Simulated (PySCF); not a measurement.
## Electronic structure of C6H11NSi (SMILES CN(C)C1=C[SiH2]C=C1) in real space

```tsv
atom	x (Å)	y (Å)	z (Å)
C	-1.9688	-1.0805	0.4446
N	-1.1779	0.1197	0.3220
C	-1.8977	1.2631	-0.1697
C	0.1770	0.0654	0.0751
C	0.8949	0.9895	-0.6362
Si	2.6693	0.4753	-0.6110
C	2.3058	-1.0446	0.4289
C	0.9827	-1.0424	0.6729
H	-1.4053	-1.8839	0.9317
H	-2.8599	-0.8795	1.0593
H	-2.3125	-1.4609	-0.5382
H	-1.3756	2.1883	0.1150
H	-2.0094	1.2598	-1.2730
H	-2.9023	1.2817	0.2767
H	0.4309	1.8285	-1.1525
H	3.2555	0.1608	-1.9537
H	3.6256	1.4043	0.0737
H	2.9670	-1.8026	0.8537
H	0.5023	-1.7890	1.3121
```

Geometry: PBE0-D3(BJ)/def2-SVP.

Level of theory: PySCF, PBE0/pcSseg-1, SCF density, gas phase, non-relativistic.

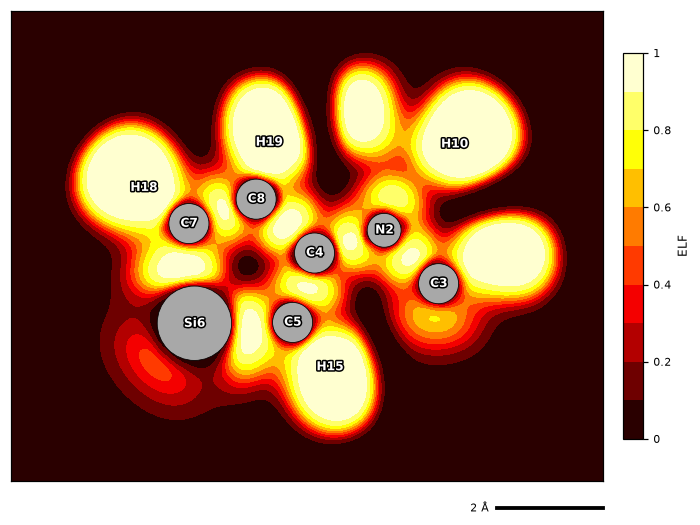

Figure 1. ELF on the plane of atoms C4, C5 and Si6. Grey discs cover the atomic cores.

What do the fields say about this system?

The plane passes through N, C, Si and H nuclei.
C–C (1.35 Å): the ELF peaks at about 0.95 between the atoms (a covalent bond).
C–N (1.38 Å): the ELF peaks at about 0.90 between the atoms: a covalent bond.
C–Si (1.85 Å): the ELF peaks at about 0.95 between the atoms: localised, covalent bonding.
C–H (1.09 Å): the ELF climbs to about 1 towards the hydrogen, as it does in any bond to H (a covalent bond by its length).
C–N (1.44 Å): the ELF peaks at about 0.95 between the atoms, as expected for localised, covalent bonding.

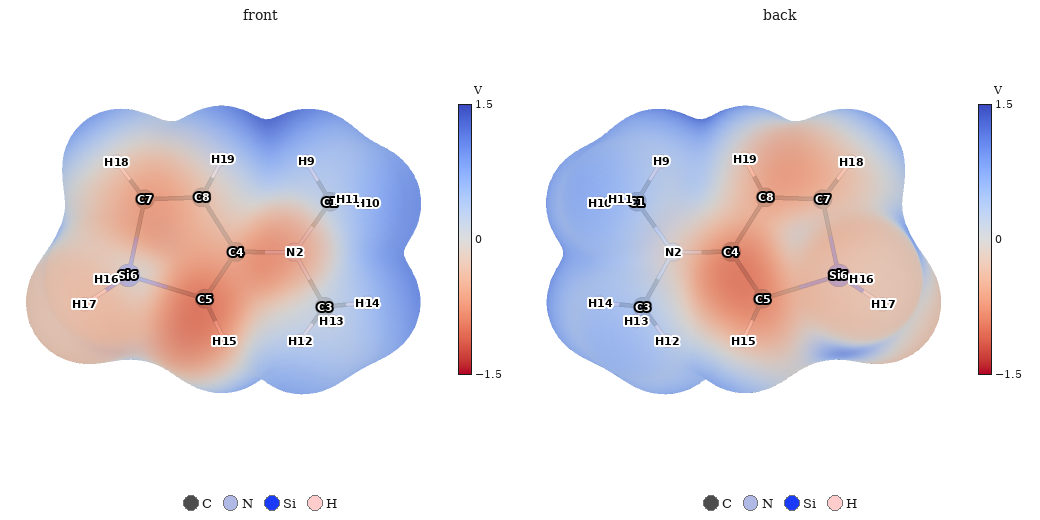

Figure 2. The molecular electrostatic potential painted on the density surface at 0.002 e/bohr³, seen from the front and from behind; the colour scale runs from red (negative) to blue (positive).

Which sites attract a positive test charge, and which a negative one?

A positive charge is drawn to the negative regions and a negative charge to the positive ones. The most negative region (about −1.0 V) lies over the π face of C5, the most positive (about +1.1 V) over H9 and H19.
